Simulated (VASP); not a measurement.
Shape and ions are relaxed at each volume.

Energy against volume of Tc (hcp). Method: vdW-DF-cx, VASP's PBE PAW potentials (set 64) (plane waves; VASP 6.6.1).

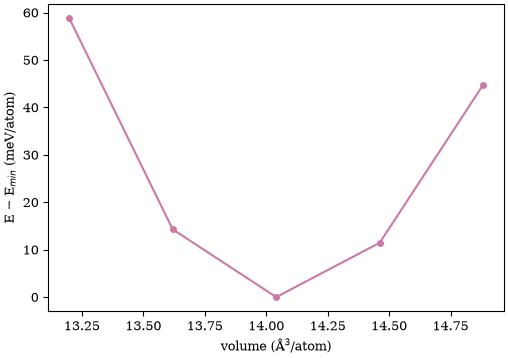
Energy against volume

**Question.** Estimate the equilibrium volume and the bulk modulus.

**Answer.** The minimum lies near 14.1 Å³/atom, and the curvature gives B0 of about 320 GPa.

Measured: bulk modulus 303 GPa at 0 K (computed value off by +7.0 %), as given by Vázquez-Parga, Fernández-Martínez, Viñes, J. Chem. Theory Comput. (2023), doi:10.1021/acs.jctc.3c00612, Supporting … [zero-point energy and finite temperature contributions removed].

The compound is Tc in the hcp structure. It was relaxed first.
